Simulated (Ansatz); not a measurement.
A series of calculations on C₄H₇NS

### Relaxation

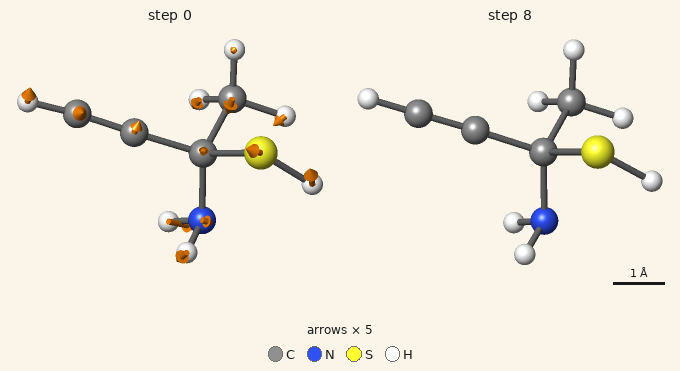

The structure of C4H7NS before (left) and after (right) a relaxation, at one scale. The orange arrows give the displacements, 5 times their true length.

A ball-and-stick model, seen at a tilt.

The run prepares an end point of a later path (inversion) calculation, from a guessed geometry.

The calculation used RKS B3LYP/def2-SVP (Ansatz).

The input:
```yaml
crystal:
  periodic: [false, false, false]
  atoms:
    - { symbol: C, position_ang: [0.3789, -0.757, -2.3899] }
    - { symbol: C, position_ang: [0.1702, -0.2706, -1.2967] }
    - { symbol: C, position_ang: [-0.0578, 0.2757, 0.0453] }
    - { symbol: C, position_ang: [0.8068, -0.5536, 1.0861] }
    - { symbol: "N", position_ang: [-1.4428, 0.2581, 0.3605] }
    - { symbol: S, position_ang: [0.5424, 2.0127, 0.1482] }
    - { symbol: H, position_ang: [0.5012, -1.0963, -3.3805] }
    - { symbol: H, position_ang: [0.4388, -1.5933, 1.0648] }
    - { symbol: H, position_ang: [0.5875, -0.1785, 2.1543] }
    - { symbol: H, position_ang: [1.8137, -0.5736, 0.9125] }
    - { symbol: H, position_ang: [-1.92, 0.8584, -0.2868] }
    - { symbol: H, position_ang: [-1.7863, -0.6668, 0.2439] }
    - { symbol: H, position_ang: [-0.0121, 2.2501, 1.3531] }
basis:
  gaussian: { orbitals: def2-SVP }
hamiltonian:
  xc: b3lyp
relax:
  f_tol: 0.015
  max_steps: 40
output:
  orbitals: {}
```

Run as
```bash
ansatz run input.yaml --threads 2 --pin off --max-ram 3072MiB --backend cpu --events-out ev --progress --plain --runs-dir out
```

What changed between the two?

The atom that moves furthest after the best rigid fit is H12 (0.16 Å). Largest moves by element: H 0.16 Å, S 0.09 Å, C 0.09 Å, N 0.06 Å. Near-neighbour distances that change, for instance: C4–H10 1.022 → 1.098 Å, C4–H9 1.153 → 1.100 Å, C3–C4 1.587 → 1.536 Å, C3–N5 1.421 → 1.460 Å. Bond angles that change, for instance: C2–C1–H7 174.0° → 179.6°, C2–C3–S6 110.6° → 105.1°, C3–C4–H10 115.8° → 110.9°. The energy falls by 0.365 eV in 8 geometry steps. Largest force component: 4.6 eV/Å at the start, 0.014 eV/Å at the end. The run took 28 s on 2 threads of Intel(R) Xeon(R) Platinum 8488C (Sapphire Rapids) (shared host), peak memory 0.33 GiB.

### Relaxation

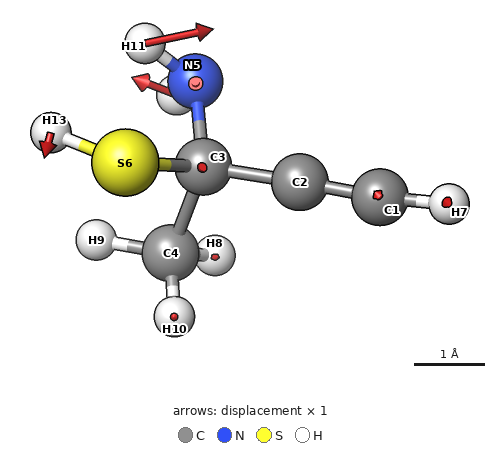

This is a relaxation of C$_{4}$H$_{7}$NS. The starting structure is drawn; red arrows show the displacements, at their true length. The two geometries are superimposed by the best rigid fit.

A ball-and-stick model, seen at a tilt.

The run prepares an end point of a later path (inversion) calculation, from a guessed geometry.

Level of theory: RKS B3LYP/def2-SVP in Ansatz 0.2.0. Set-up: no spin polarisation; force threshold 0.015 eV/Å; at most 40 steps.

Q: Which element moves most?

A: Hydrogen: up to 1.03 Å, against 0.26 Å for nitrogen.

Q: Describe the change and its energy.

A: The largest move after the best rigid fit is that of an H atom, 1.03 Å. Largest moves by element: H 1.03 Å, N 0.26 Å, C 0.16 Å, S 0.03 Å. Near-neighbour distances that change, for instance: C–S 1.841 → 1.920 Å, C–H 1.022 → 1.097 Å, C–H 1.153 → 1.102 Å, C–C 1.587 → 1.536 Å. Among the angles between lasting bonds that change: C–C–S 110.6° → 103.3°, C–C–H 174.0° → 179.8°, N–C–S 108.5° → 114.2°. Groups turn about C–N by about 65°. After 12 accepted moves (15 points after the start) the energy has fallen by 60.4 kJ/mol. Largest force component: 4.4 eV/Å at the start, 0.0022 eV/Å at the end. The line search rejected the trial steps at points 6, 9, 11 of the run.

### Path

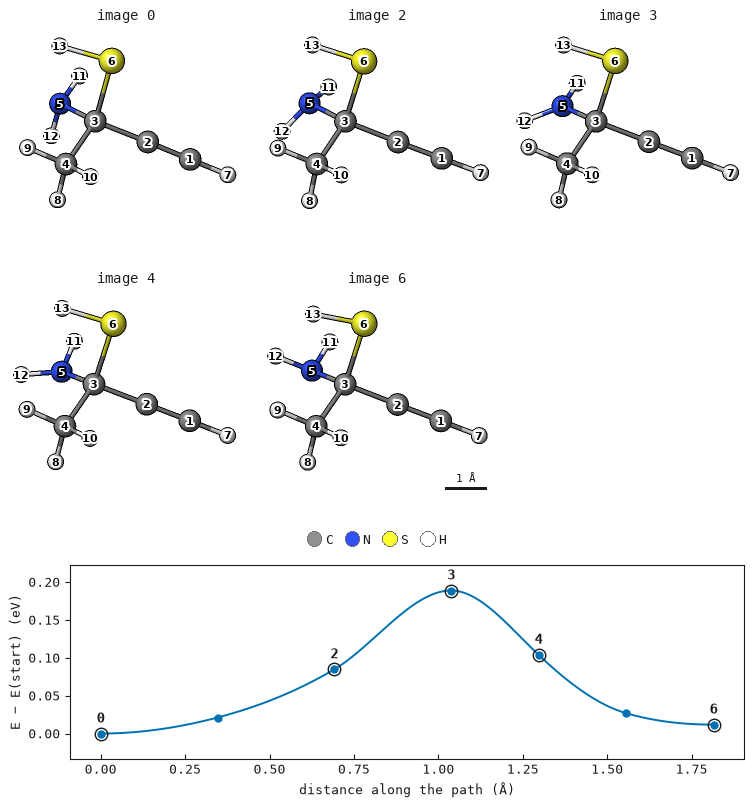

NEB run on C$_{4}$H$_{7}$NS. Images are numbered from 0 (start) to 6 (end). The picture is a ball-and-stick view, seen at a tilt.

These are results of RKS B3LYP/def2-SVP (Ansatz), not measurements. Settings: 5 movable images; climbing image; force threshold 0.03 eV/Å; iteration limit 60; starting path by image-dependent pair potential.

What happens along the path, and what is the barrier?

Answer. The motion is an umbrella inversion at N5. No bond forms or breaks between the ends. Bond angles that change up to the highest image, for instance: H11–N5–H12 107.2° → 119.0°, C3–N5–H11 109.8° → 120.3°. The energy climbs by 0.189 eV to image 3 and then falls by 0.177 eV, so the end point sits at +0.012 eV. The band converged in 8 iterations, with a climbing image at the top.
